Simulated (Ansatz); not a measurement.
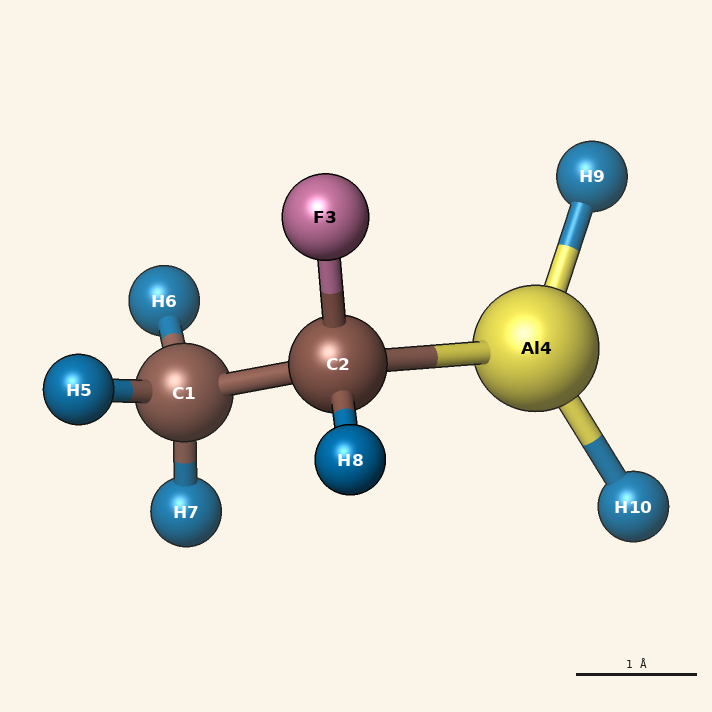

The atoms are numbered. The computed structure is the end point of a PBE-D4/def2-SVP optimisation. No frequency run is at hand to confirm it as a minimum.

> Describe the coordination of atom 2.

C2 has 4 neighbours (C1 at 1.52, F3 at 1.42, Al4 at 2.01, H8 at 1.12 Å); the arrangement is tetrahedral.

> What is the geometry at Al4?

Al4 has 3 neighbours (C2 at 2.01, H9 at 1.60, H10 at 1.61 Å); the arrangement is trigonal planar.

> How are the neighbours of atom 1 arranged?

C1 has 4 neighbours (C2 at 1.52, H5 at 1.11, H6 at 1.11, H7 at 1.11 Å); the arrangement is tetrahedral.
